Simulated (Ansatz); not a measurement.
**CH5NOSiSn: one molecule under many settings**

How do the results and run time of CH5NOSiSn respond when the settings are drawn wide?

Computed with Ansatz 0.2.0, Gaussian basis. Level: the settings change from run to run.

## Step 1: The geometry

An earlier PBE0-D4 in a triple-zeta def2 set relaxation fixed the geometry. Sn takes a core potential in def2 sets; no spin-orbit term is included.

SMILES `N=[C]1O[SiH2][SnH2]1`, 10 atoms, charge 0, spin multiplicity 1.

Atoms are counted from 1 here; the program's logs count them from 0.

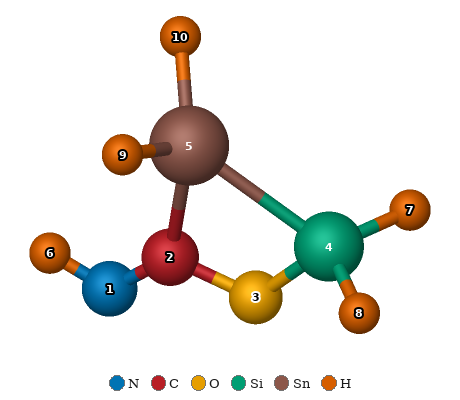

The geometry (nitrogen blue, carbon red, oxygen amber, silicon teal, tin brown, hydrogen orange); atoms are numbered from 1 in the order of the file.

## Step 2: wB97X-V/def2-TZVP

This run has atoms shaken by 0.03 Å, a grid of angular degree 47.

Input file in.yaml:

```yaml
crystal:
  periodic: [false, false, false]
  atoms:
    - {symbol: N, position_ang: [-2.219248, 0.755455, -0.573415]}
    - {symbol: C, position_ang: [-1.105077, 0.221251, -0.294740]}
    - {symbol: O, position_ang: [-0.780291, -1.014783, -0.717490]}
    - {symbol: Si, position_ang: [0.849299, -1.508569, -0.315213]}
    - {symbol: Sn, position_ang: [0.857421, 0.867464, 0.737661]}
    - {symbol: H, position_ang: [-2.315250, 1.700246, -0.187311]}
    - {symbol: H, position_ang: [1.584726, -1.791744, -1.538933]}
    - {symbol: H, position_ang: [0.772580, -2.679405, 0.552989]}
    - {symbol: H, position_ang: [0.742102, 1.160851, 2.359062]}
    - {symbol: H, position_ang: [1.613502, 2.188056, -0.031705]}
basis:
  gaussian: {orbitals: def2-TZVP, final_grid: {core_spheres: 20, valence_spheres: 16, degree: 47}}
hamiltonian: {xc: {name: wB97X-V}}
```

Launch:

```
$ ansatz run in.yaml --threads 4 --pin off --events-out ev --progress --plain --max-ram 10444MiB
```

The log of the run:

```text
Functional definition: wB97X-V
  name "wB97X-V"
  cite "Mardirossian & Head-Gordon, Phys. Chem. Chem. Phys. 16, 9904 (2014) doi:10.1039/C3CP54374A"
  cite "Becke, J. Chem. Phys. 107, 8554 (1997) doi:10.1063/1.475007"
  cite "Vydrov & Van Voorhis, J. Chem. Phys. 133, 244103 (2010) doi:10.1063/1.3521275"
  parameter omega = 0.3/bohr
  parameter cx = 0.167
  parameter cx1 = 0.603
  parameter cx2 = 1.194
  parameter css0 = 0.556
  parameter css1 = -0.257
  parameter cos0 = 1.219
  parameter cos1 = -1.850
  parameter b = 6.0
  parameter c = 0.01
  exchange = spin_sum(e_x_unif_sr(omega)*poly(b97_u_x, 1 - cx, cx1, cx2)) + cx*exact_x_sr(omega) + exact_x_lr(omega)
  correlation = spin_sum(e_c_pw_same_spin*poly(b97_u_same, css0, css1))
      + integral(e_c_pw_opposite_spin*poly(b97_u_opposite, cos0, cos1)) + vv10(b, c)
1390 factors; their error is unknown
336 factors; integrals over basis functions are off by at most 1.0e-5 eV
mean field evaluation 1: about -18356.2204 eV, gradient 5.7e1 eV
mean field evaluation 2: about -18354.2482 eV, gradient 6.7e1 eV
mean field evaluation 4: about -18362.6439 eV, gradient 2.6e0 eV
mean field evaluation 8: about -18362.6690 eV, gradient 1.3e-1 eV
mean field evaluation 16: about -18362.7393 eV, gradient 1.9e-4 eV
mean field -18362.73926175 eV, -674.8182211578 hartree, gradient 5.6e-5 eV, S^2 0.000000; 0 other end points of the search recorded, 0 dependent functions left out
reference -18362.73925904 eV, -674.8182210582 hartree; 31, 31 occupied and 179, 179 virtual orbitals, 1390 factors
Total energy: -18362.73925904 eV, -674.8182210582 hartree
```

Wall time 4 s (4 threads of Intel Xeon 6975P-C, shared host); peak memory 0.55 GiB.

## Step 3: wB97/def2-SVP

This run has a grid of angular degree 23, relativity set to none.

Input file in.yaml:

```yaml
crystal:
  periodic: [false, false, false]
  atoms:
    - {symbol: N, position_ang: [-2.198017, 0.727196, -0.563695]}
    - {symbol: C, position_ang: [-1.062949, 0.266045, -0.310142]}
    - {symbol: O, position_ang: [-0.743319, -1.003233, -0.725342]}
    - {symbol: Si, position_ang: [0.820381, -1.468341, -0.300809]}
    - {symbol: Sn, position_ang: [0.830293, 0.866989, 0.698471]}
    - {symbol: H, position_ang: [-2.305139, 1.669175, -0.203958]}
    - {symbol: H, position_ang: [1.613027, -1.769709, -1.517673]}
    - {symbol: H, position_ang: [0.778559, -2.662149, 0.578411]}
    - {symbol: H, position_ang: [0.698566, 1.150562, 2.373286]}
    - {symbol: H, position_ang: [1.651696, 2.172364, -0.025449]}
basis:
  gaussian: {orbitals: def2-SVP, final_grid: {core_spheres: 8, valence_spheres: 7, degree: 23}}
hamiltonian: {xc: {name: wB97}, pseudopotentials: {relativity: none}}
output: {forces: true}
```

Launched as before.

The log of the run, cut to the lines that bear on the results:

```text
Functional definition: wB97
  name "wB97"
  cite "Chai & Head-Gordon, J. Chem. Phys. 128, 084106 (2008) doi:10.1063/1.2834918"
  cite "Becke, J. Chem. Phys. 107, 8554 (1997) doi:10.1063/1.475007"
[...]
  # The coefficients of nought are those of the uniform gas.
[...]
      + integral(e_c_pw_opposite_spin*poly(b97_u_opposite, 1, cos1, cos2, cos3, cos4))
1250 factors; their error is unknown
422 factors; integrals over basis functions are off by at most 1.8e-5 eV
[...]
mean field -18357.43508109 eV, -674.6232961138 hartree, gradient 6.5e-5 eV, S^2 0.000000; 0 other end points of the search recorded, 0 dependent functions left out
[...]
reference -18357.43507089 eV, -674.6232957389 hartree; 31, 31 occupied and 80, 80 virtual orbitals, 1250 factors
Total energy: -18357.43507089 eV, -674.6232957389 hartree
Atom 0 at    -2.198017     0.727196    -0.563695 Å, force    -0.453818    -0.007200    -0.183363 eV/Å
Atom 1 at    -1.062949     0.266045    -0.310142 Å, force     0.238772     0.057322     0.119187 eV/Å
Atom 2 at    -0.743319    -1.003233    -0.725342 Å, force    -0.417206     0.053329    -0.143264 eV/Å
Atom 3 at     0.820381    -1.468341    -0.300809 Å, force     0.512660    -0.209611     0.114999 eV/Å
Atom 4 at     0.830293     0.866989     0.698471 Å, force    -0.052240    -0.001896    -0.021671 eV/Å
Atom 5 at    -2.305139     1.669175    -0.203958 Å, force     0.016819     0.244634     0.110926 eV/Å
Atom 6 at     1.613027    -1.769709    -1.517673 Å, force     0.105685    -0.000030    -0.043521 eV/Å
Atom 7 at     0.778559    -2.662149     0.578411 Å, force     0.055068    -0.054438     0.083903 eV/Å
Atom 8 at     0.698566     1.150562     2.373286 Å, force     0.004747    -0.032919    -0.037835 eV/Å
Atom 9 at     1.651696     2.172364    -0.025449 Å, force    -0.010487    -0.049190     0.000639 eV/Å
Dipole moment:     0.688181     0.250161     0.380381 e Å
```

Wall time 0.95 s (4 threads of Intel Xeon 6975P-C, shared host).

Largest force 0.566 eV/Å, dipole 3.96 D.

## Step 4: PBE/x2c-TZVPPall

Set apart from the defaults: D3(BJ) dispersion.

in.yaml, as its differences from that of step 3:

```diff
@@ -14,4 +14,4 @@
 basis:
-  gaussian: {orbitals: def2-SVP, final_grid: {core_spheres: 8, valence_spheres: 7, degree: 23}}
-hamiltonian: {xc: {name: wB97}, pseudopotentials: {relativity: none}}
+  gaussian: {orbitals: x2c-TZVPPall}
+hamiltonian: {xc: {name: PBE}, dispersion: d3bj}
 output: {forces: true}
```

Launched as before.

The log of the run, cut to the lines that bear on the results:

```text
Functional definition: PBE
  name "PBE"
  cite "Perdew, Burke & Ernzerhof, Phys. Rev. Lett. 77, 3865 (1996) doi:10.1103/PhysRevLett.77.3865"
  parent pbe
[...]
1651 factors; their error is unknown
[...]
mean field -180608.43505835 eV, -6637.2375676002 hartree, gradient 3.6e-5 eV, S^2 0.000000; 0 other end points of the search recorded, 0 dependent functions left out
[...]
reference -180608.43510266 eV, -6637.2375692285 hartree; 45, 45 occupied and 220, 220 virtual orbitals, 1651 factors
Total energy: -180608.68306304 eV, -6637.2466816046 hartree
Relativity: scalar
Atom 0 at    -2.198017     0.727196    -0.563695 Å, force    -0.681331     0.044841    -0.251415 eV/Å
Atom 1 at    -1.062949     0.266045    -0.310142 Å, force     0.345468     0.088971     0.175270 eV/Å
Atom 2 at    -0.743319    -1.003233    -0.725342 Å, force    -0.384779    -0.423887    -0.334318 eV/Å
Atom 3 at     0.820381    -1.468341    -0.300809 Å, force     0.476384    -0.103154     0.145967 eV/Å
Atom 4 at     0.830293     0.866989     0.698471 Å, force     0.170178     0.038161     0.083961 eV/Å
Atom 5 at    -2.305139     1.669175    -0.203958 Å, force    -0.085482     0.321276     0.103048 eV/Å
Atom 6 at     1.613027    -1.769709    -1.517673 Å, force     0.068688    -0.041644    -0.140237 eV/Å
Atom 7 at     0.778559    -2.662149     0.578411 Å, force    -0.020099    -0.136826     0.083175 eV/Å
Atom 8 at     0.698566     1.150562     2.373286 Å, force    -0.004493     0.041829     0.218210 eV/Å
Atom 9 at     1.651696     2.172364    -0.025449 Å, force     0.115467     0.170433    -0.083662 eV/Å
Dipole moment:     0.550833     0.185124     0.298023 e Å
```

Wall time 2.8 s (4 threads of Intel Xeon 6975P-C, shared host).

Largest force 0.728 eV/Å, dipole 3.14 D.

## Step 5: RPA/def2-TZVP

Options: unrestricted orbitals, coordinates scaled by 1.25, correlated electrons set to all.

Input file in.yaml:

```yaml
crystal:
  periodic: [false, false, false]
  atoms:
    - {symbol: N, position_ang: [-2.747521, 0.908995, -0.704619]}
    - {symbol: C, position_ang: [-1.328686, 0.332556, -0.387677]}
    - {symbol: O, position_ang: [-0.929149, -1.254041, -0.906678]}
    - {symbol: Si, position_ang: [1.025477, -1.835427, -0.376012]}
    - {symbol: Sn, position_ang: [1.037867, 1.083737, 0.873089]}
    - {symbol: H, position_ang: [-2.881423, 2.086469, -0.254948]}
    - {symbol: H, position_ang: [2.016283, -2.212136, -1.897091]}
    - {symbol: H, position_ang: [0.973199, -3.327686, 0.723014]}
    - {symbol: H, position_ang: [0.873207, 1.438203, 2.966608]}
    - {symbol: H, position_ang: [2.064620, 2.715455, -0.031812]}
basis:
  gaussian: {orbitals: def2-TZVP}
magnetization: {spin_polarized: true, initial_magnetization: 0}
hamiltonian: {xc: {name: PBE0}}
correlation: {method: rpa, electrons: all}
```

Same command.

The log of the run, cut to the lines that bear on the results:

```text
Functional definition: PBE0
  name "PBE0"
  cite "Adamo & Barone, J. Chem. Phys. 110, 6158 (1999) doi:10.1063/1.478522"
  cite "Perdew, Burke & Ernzerhof, Phys. Rev. Lett. 77, 3865 (1996) doi:10.1103/PhysRevLett.77.3865"
  parent pbe
[...]
1560 factors; integrals over basis functions are off by at most 1.1e-3 eV
[...]
mean field -18347.61774977 eV, -674.2625158421 hartree, gradient 1.9e-6 eV, S^2 0.000000; 6 other end points of the search recorded, 0 dependent functions left out
reference -18283.92983285 eV, -671.9220280645 hartree; 31, 31 occupied and 179, 179 virtual orbitals, 1560 factors
Total energy: -18334.77090052 eV, -673.7904028401 hartree
```

Wall time 20 s (4 threads of Intel Xeon 6975P-C, shared host); peak memory 0.83 GiB.

⟨S²⟩ 0.000.

## Step 6: RPA/ANO-RCC-VTZP

Options: charge +1, multiplicity 2, restricted open-shell orbitals, high accuracy.

Input file in.yaml:

```yaml
crystal:
  periodic: [false, false, false]
  atoms:
    - {symbol: N, position_ang: [-2.198017, 0.727196, -0.563695]}
    - {symbol: C, position_ang: [-1.062949, 0.266045, -0.310142]}
    - {symbol: O, position_ang: [-0.743319, -1.003233, -0.725342]}
    - {symbol: Si, position_ang: [0.820381, -1.468341, -0.300809]}
    - {symbol: Sn, position_ang: [0.830293, 0.866989, 0.698471]}
    - {symbol: H, position_ang: [-2.305139, 1.669175, -0.203958]}
    - {symbol: H, position_ang: [1.613027, -1.769709, -1.517673]}
    - {symbol: H, position_ang: [0.778559, -2.662149, 0.578411]}
    - {symbol: H, position_ang: [0.698566, 1.150562, 2.373286]}
    - {symbol: H, position_ang: [1.651696, 2.172364, -0.025449]}
basis:
  gaussian: {orbitals: ANO-RCC-VTZP}
total_charge: 1
magnetization: {spin_polarized: false, initial_magnetization: 1}
hamiltonian: {xc: {name: HF}}
correlation: {method: rpa}
accuracy: high
```

Launched as before.

The log of the run, cut to the lines that bear on the results:

```text
Functional definition: HF
  name "HF"
  cite "Fock, Z. Phys. 61, 126 (1930) doi:10.1007/BF01340294"
  parent pbe
[...]
4970 factors; integrals over basis functions are off by at most 4.9e-9 eV
[...]
mean field -180499.01816292 eV, -6633.2165708587 hartree, gradient 2.8e-8 eV, S^2 0.750000; 7 other end points of the search recorded, 0 dependent functions left out
[...]
26 core orbitals not correlated: weight in the atoms' cores, before any rotation towards them, 1.000 or more for the frozen orbitals, at most 0.000 for the correlated occupied ones
reference -180499.01816292 eV, -6633.2165708587 hartree; 19, 18 occupied and 217, 218 virtual orbitals, 4970 factors
Total energy: -180535.14524833 eV, -6634.5442167597 hartree
Relativity: scalar
```

Wall time 2.7 min (4 threads of Intel Xeon 6975P-C, shared host); peak memory 3.1 GiB.

## Step 7: r2SCANh/def2-TZVP

Options: unrestricted orbitals, high accuracy.

in.yaml, as its differences from that of step 6:

```diff
@@ -14,7 +14,5 @@
 basis:
-  gaussian: {orbitals: ANO-RCC-VTZP}
-total_charge: 1
-magnetization: {spin_polarized: false, initial_magnetization: 1}
-hamiltonian: {xc: {name: HF}}
-correlation: {method: rpa}
+  gaussian: {orbitals: def2-TZVP}
+magnetization: {spin_polarized: true, initial_magnetization: 0}
+hamiltonian: {xc: {name: r2SCANh}}
 accuracy: high
```

The command is unchanged.

The log of the run, cut to the lines that bear on the results:

```text
Functional definition: r2SCANh
  name "r2SCANh"
  cite "Bursch, Neugebauer, Ehlert & Grimme, J. Chem. Phys. 156, 134105 (2022) doi:10.1063/5.0086040"
  cite "Furness, Kaplan, Ning, Perdew & Sun, J. Phys. Chem. Lett. 11, 8208 (2020) doi:10.1021/acs.jpclett.0c02405"
  cite "Furness, Kaplan, Ning, Perdew & Sun, J. Phys. Chem. Lett. 11, 9248 (2020) doi:10.1021/acs.jpclett.0c03077"
  parent r2scan
[...]
3965 factors; integrals over basis functions are off by at most 6.6e-9 eV
[...]
mean field -18364.55349907 eV, -674.8848931493 hartree, gradient 1.4e-8 eV, S^2 0.000000; 0 other end points of the search recorded, 0 dependent functions left out
reference -18364.55350400 eV, -674.8848933305 hartree; 31, 31 occupied and 179, 179 virtual orbitals, 3965 factors
Total energy: -18364.55350400 eV, -674.8848933305 hartree
```

It took 18 s on 4 threads of Intel Xeon 6975P-C, shared host; peak memory 1.9 GiB.

⟨S²⟩ 0.000.

## Step 8: B3LYP/def2-TZVP

in.yaml, as its differences from that of step 7:

```diff
@@ -15,4 +15,2 @@
   gaussian: {orbitals: def2-TZVP}
-magnetization: {spin_polarized: true, initial_magnetization: 0}
-hamiltonian: {xc: {name: r2SCANh}}
-accuracy: high
+hamiltonian: {xc: {name: B3LYP}}
```

The command is unchanged.

The log of the run, cut to the lines that bear on the results:

```text
Functional definition: B3LYP
  name "B3LYP"
  cite "Stephens, Devlin, Chabalowski & Frisch, J. Phys. Chem. 98, 11623 (1994) doi:10.1021/j100096a001"
  cite "Becke, Phys. Rev. A 38, 3098 (1988) doi:10.1103/PhysRevA.38.3098"
  cite "Lee, Yang & Parr, Phys. Rev. B 37, 785 (1988) doi:10.1103/PhysRevB.37.785"
  cite "Vosko, Wilk & Nusair, Can. J. Phys. 58, 1200 (1980) doi:10.1139/p80-159"
[...]
1399 factors; their error is unknown
[...]
mean field -18368.74542972 eV, -675.0389437593 hartree, gradient 7.2e-5 eV, S^2 0.000000; 0 other end points of the search recorded, 0 dependent functions left out
reference -18368.74573970 eV, -675.0389551509 hartree; 31, 31 occupied and 179, 179 virtual orbitals, 1399 factors
Total energy: -18368.74573970 eV, -675.0389551509 hartree
```

Run time: 1.8 s. Hardware: 4 threads of Intel Xeon 6975P-C, shared host.

## Step 9: r2SCAN50/def2-SVP

Set apart from the defaults: charge -1, multiplicity 2, atoms shaken by 0.15 Å, relativity set to scalar, high accuracy.

Input file in.yaml:

```yaml
crystal:
  periodic: [false, false, false]
  atoms:
    - {symbol: N, position_ang: [-2.282040, 0.845973, -0.476692]}
    - {symbol: C, position_ang: [-1.123911, 0.139284, -0.245206]}
    - {symbol: O, position_ang: [-0.983611, -1.087169, -0.778711]}
    - {symbol: Si, position_ang: [0.698246, -1.355878, -0.296649]}
    - {symbol: Sn, position_ang: [0.903596, 0.826523, 0.613956]}
    - {symbol: H, position_ang: [-2.206255, 1.928262, -0.254898]}
    - {symbol: H, position_ang: [1.634518, -1.689274, -1.528755]}
    - {symbol: H, position_ang: [0.605158, -2.572720, 0.476476]}
    - {symbol: H, position_ang: [0.597917, 0.939884, 2.637186]}
    - {symbol: H, position_ang: [1.653190, 2.155725, 0.152185]}
basis:
  gaussian: {orbitals: def2-SVP}
total_charge: -1
magnetization: {spin_polarized: true, initial_magnetization: 1}
hamiltonian: {xc: {name: r2SCAN50}, pseudopotentials: {relativity: scalar}}
accuracy: high
```

Same command.

The log of the run, cut to the lines that bear on the results:

```text
Functional definition: r2SCAN50
  name "r2SCAN50"
  cite "Bursch, Neugebauer, Ehlert & Grimme, J. Chem. Phys. 156, 134105 (2022) doi:10.1063/5.0086040"
  cite "Furness, Kaplan, Ning, Perdew & Sun, J. Phys. Chem. Lett. 11, 8208 (2020) doi:10.1021/acs.jpclett.0c02405"
  cite "Furness, Kaplan, Ning, Perdew & Sun, J. Phys. Chem. Lett. 11, 9248 (2020) doi:10.1021/acs.jpclett.0c03077"
  parent r2scan
[...]
2637 factors; integrals over basis functions are off by at most 1.0e-8 eV
[...]
mean field -18368.47111270 eV, -675.0288627947 hartree, gradient 9.5e-8 eV, S^2 0.780448; 6 other end points of the search recorded, 0 dependent functions left out
reference -18368.47111431 eV, -675.0288628539 hartree; 32, 31 occupied and 79, 80 virtual orbitals, 2637 factors
Total energy: -18368.47111431 eV, -675.0288628539 hartree
Relativity: scalar
```

Wall time 23 s (4 threads of Intel Xeon 6975P-C, shared host); peak memory 0.98 GiB.

⟨S²⟩ 0.780.

## Step 10: All runs side by side

| level | charge | multiplicity | geometry | functions | energy (eV) | time |
| --- | --- | --- | --- | --- | --- | --- |
| wB97X-V/def2-TZVP | 0 | 1 | shaken | 210 | -18362.739 | 4 s |
| wB97/def2-SVP | 0 | 1 | relaxed | 111 | -18357.435 | 0.95 s |
| PBE/x2c-TZVPPall | 0 | 1 | relaxed | 265 | -180608.683 | 2.8 s |
| RPA/def2-TZVP | 0 | 1 | scaled | 210 | -18334.771 | 20 s |
| RPA/ANO-RCC-VTZP | 1 | 2 | relaxed | 262 | -180535.145 | 2.7 min |
| r2SCANh/def2-TZVP | 0 | 1 | relaxed | 210 | -18364.554 | 18 s |
| B3LYP/def2-TZVP | 0 | 1 | relaxed | 210 | -18368.746 | 1.8 s |
| r2SCAN50/def2-SVP | -1 | 2 | shaken | 111 | -18368.471 | 23 s |

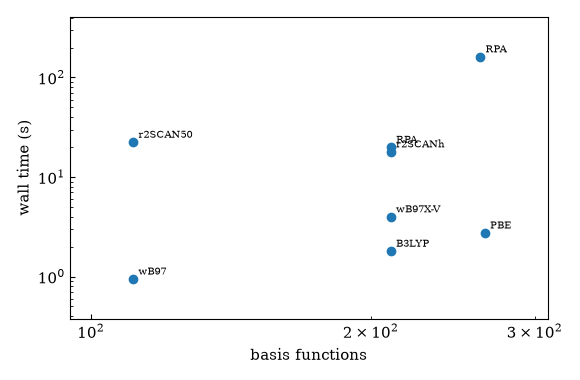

Wall time against the number of basis functions (shared host).

## Step 11: Results

| quantity | value |
| --- | --- |
| runs | 8 |
| quickest | wB97/def2-SVP, 0.95 s |
| slowest | RPA/ANO-RCC-VTZP, 2.7 min |
| spread of total energies, same state and geometry | 162251.2 eV |
| dipole, same state and geometry | 3.14 to 3.96 D |

In words: RPA/ANO-RCC-VTZP took 171 times as long as wB97/def2-SVP. The jobs differ in tasks and options as well as level. Total energies at one charge and spin differ by 162251 eV between levels, so only differences within one level mean anything. Some of these runs are scalar-relativistic and others not, which shifts the totals of all-electron atoms past neon by eV; core potentials, where a basis has them, take the core out of the total altogether. At the PBE0-D4/def2-TZVP geometry and in the same state, runs without warnings or point charges leave forces up to 0.73 eV/Å (PBE/x2c-TZVPPall).
